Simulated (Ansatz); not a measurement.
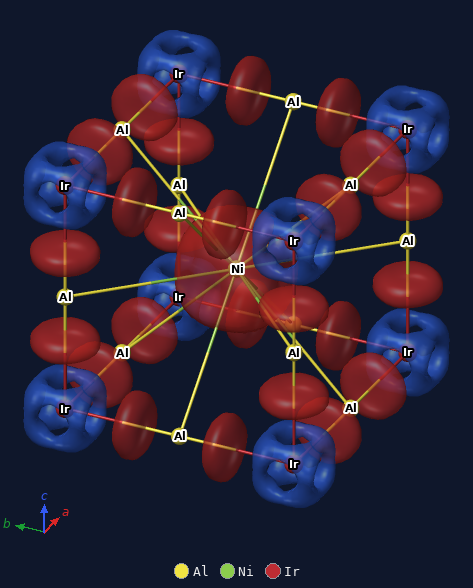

Figure. Al3NiIr. Isosurfaces of the magnetisation density (up minus down) at +0.004 (blue) and −0.004 e/Å³ (red), seen at an oblique angle. Sticks mark near contacts.

Space group Pm-3m; a structure generated by program, which may or may not match a known phase; spin-polarised.

Computed with DFT PBE, scalar-relativistic, plane waves, PAW in Ansatz 0.2.0.

Where is the spin, and how is it ordered?

Answer. The spin density sits on Ni: −0.5 μB in one cell of 5 atoms: parallel main moments, as they must be, since the calculation's own cell holds one magnetic site. The cell of the calculation (5 atoms) carries 0.5 μB of net spin moment.
